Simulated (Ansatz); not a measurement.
## Electronic structure of H4O6Zr2 in real space

Input file:

```
crystal:
  periodic: [false, false, false]
  atoms:
    - {symbol: Zr, position_ang: [0.381507, 2.041129, 0.748928]}
    - {symbol: Zr, position_ang: [0.008823, -0.997132, -0.374687]}
    - {symbol: O, position_ang: [1.638134, -0.182880, 0.508190]}
    - {symbol: O, position_ang: [-1.174786, 0.489343, 0.534578]}
    - {symbol: O, position_ang: [-0.203883, 3.505245, -0.028763]}
    - {symbol: O, position_ang: [-0.204674, -2.629068, 0.624308]}
    - {symbol: O, position_ang: [-0.361345, -1.357067, -2.235267]}
    - {symbol: O, position_ang: [1.305197, 0.714888, -0.661419]}
    - {symbol: H, position_ang: [-0.122966, -3.416835, 1.167659]}
    - {symbol: H, position_ang: [-2.115944, 0.687162, 0.429638]}
    - {symbol: H, position_ang: [1.049126, 2.494085, 2.469600]}
    - {symbol: H, position_ang: [-0.199178, -1.348880, -3.182763]}
basis:
  gaussian: {orbitals: def2-TZVP, initial_orbitals: start.molden}
hamiltonian: {xc: pbe0, dispersion: d4}
scf: {omitted_lower_state_checks: [starts]}
output: {orbitals: {seedname: orbitals}}
```

Command:

```sh
ansatz run in.yaml --threads 4 --pin off --events-out ev --progress --plain --max-ram 4787MiB
```

Geometry: r2SCAN-D4/def2-SVP; core potentials replace the inner electrons of Zr.

Theory: RKS PBE0-D4/def2-TZVP in Ansatz.

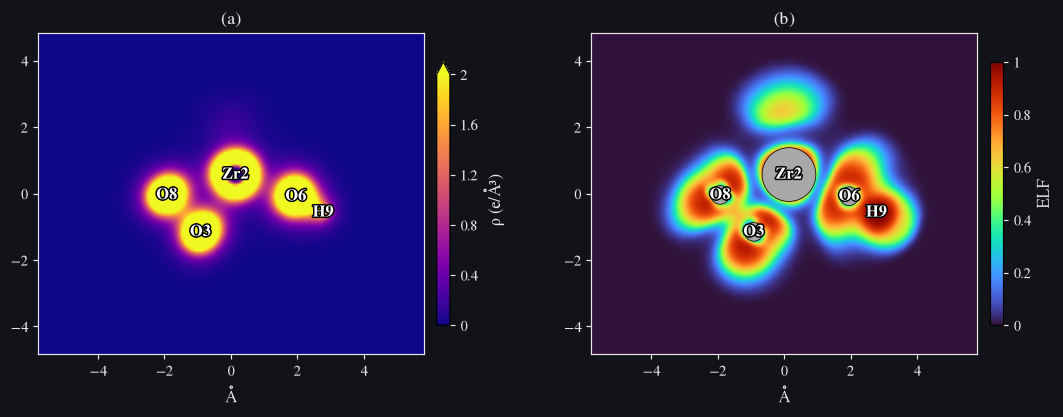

Figure 1. (a) electron density; (b) electron localisation function on the plane of atoms O3, Zr2 and O6. Grey discs cover the atomic cores in the ELF map.

Interpret the plot.

Answer. Atoms in the plane: Zr, O and H.
O–H (0.96 Å): ρ is about 3.8 e/Å³ halfway; the ELF climbs to about 1 towards the hydrogen, as it does in any bond to H: a covalent bond by its length.
Zr–O (1.93 Å): ρ is about 0.9 e/Å³ halfway; the ELF peaks at about 0.80 in the valence shell of O, 0.5 Å from its nucleus, and drops to about 0.20 between the two atoms.
Zr–O (2.02 Å): the density is about 0.8 e/Å³ at the midpoint; the ELF peaks at about 0.85 in the valence shell of O, 0.6 Å from its nucleus, and drops to about 0.25 between the two atoms.

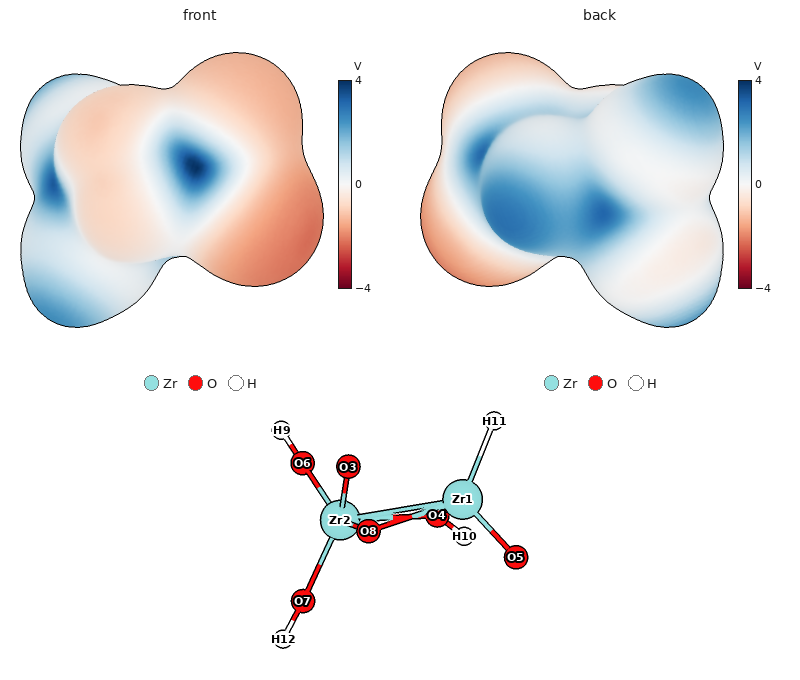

Figure 2. The molecular electrostatic potential painted on the density surface at 0.001 e/bohr³, seen from the front and from behind; the colour scale runs from red (negative) to blue (positive). The bare structure is drawn below in the same view.

Describe the electrostatic potential map.

Answer. The most negative region (about −2.1 V) lies over O5, the most positive (about +3.2 V) over Zr1 and Zr2. O5 is the likeliest acceptor of a hydrogen bond.

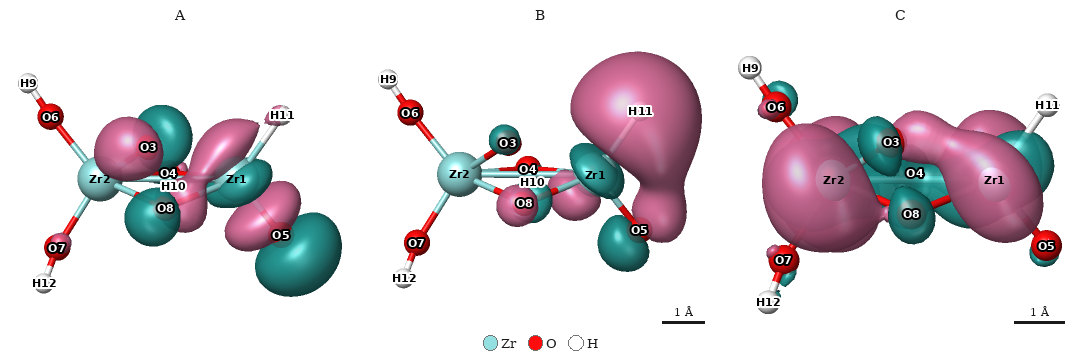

Figure 3. Three frontier orbitals at ±0.08 Å⁻³ᐟ² (teal and pink are the two phases), in no order.

Which picture is the HOMO−1, the HOMO and the LUMO?

Answer. A is the HOMO−1 (−8.02 eV). Its weight (Hirshfeld) is mainly on O5 (about 55 %), O3 (about 20 %), Zr1 (about 15 %) and O8 (about 10 %). B is the HOMO (−7.18 eV). It lies mainly on H11 (about 50 %), Zr1 (about 35 %) and O5 (about 10 %). C is the LUMO (−1.98 eV). It lies mainly on Zr2 (about 55 %) and Zr1 (about 25 %).

What is the HOMO–LUMO gap?

Answer. 5.20 eV between the orbital energies.
